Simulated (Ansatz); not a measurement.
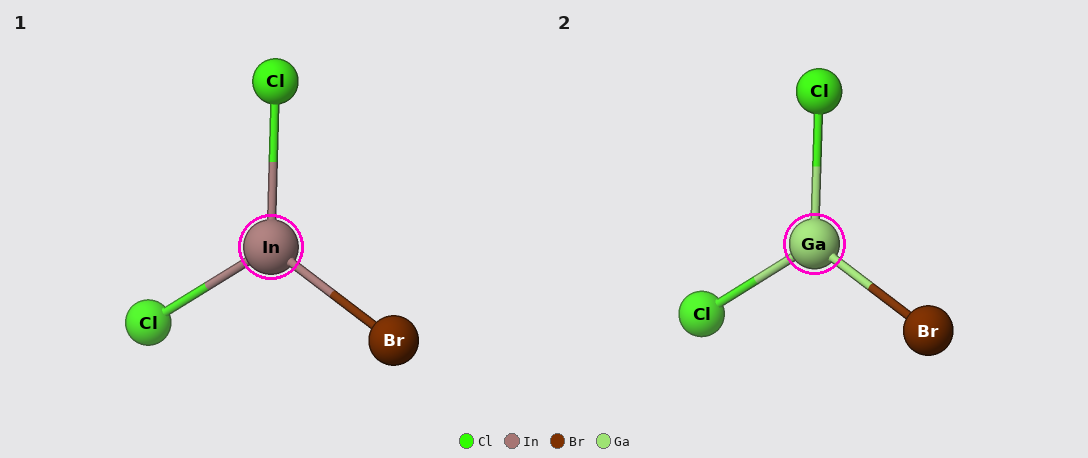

2 molecules with one skeleton, seen from the same side and at one scale; the atom that differs is circled. Each species is neutral and a spin singlet. Computed geometries: PBE0-D4/def2-TZVP optimisations, one conformation each. Properties computed with Ansatz 0.2.0. Elements past Kr carry core potentials.

One atom differs, called X below: In in panel 1, Ga in panel 2. Their formulas are InBrCl2 (`[Cl][In]([Cl])[Br]`), GaBrCl2 (`[Cl][Ga]([Cl])[Br]`).

**In which is the dipole moment larger (PBE0-D4/def2-TZVP)?**

In panel 1 (X = In).

**In which is the length of X–Br larger (PBE0-D4/def2-TZVP)?**

In panel 1 (X = In).

Give the values. With PBE0-D4/def2-TZVP: length of X–Br (Å), mean length of X–Cl (Å), angle Cl–X–Cl (°), dipole moment (D), harmonic zero-point energy (kJ/mol). With PBE0-D4/def2-SVP: HOMO energy (Kohn–Sham orbital) (eV), HOMO–LUMO gap (eV).

| quantity | 1 (In) | 2 (Ga) | 2 − 1 |
| --- | --- | --- | --- |
| length of X–Br (Å) | 2.430 | 2.255 | −0.175 |
| mean length of X–Cl (Å) | 2.296 | 2.115 | −0.181 |
| angle Cl–X–Cl (°) | 118.7 | 119.2 | +0.5 |
| HOMO energy (Kohn–Sham orbital) (eV) | −8.87 | −8.90 | −0.03 |
| HOMO–LUMO gap (eV) | 6.05 | 7.00 | +0.95 |
| dipole moment (D) | 0.47 | 0.33 | −0.14 |
| harmonic zero-point energy (kJ/mol) | 7.7 | 9.2 | +1.5 |
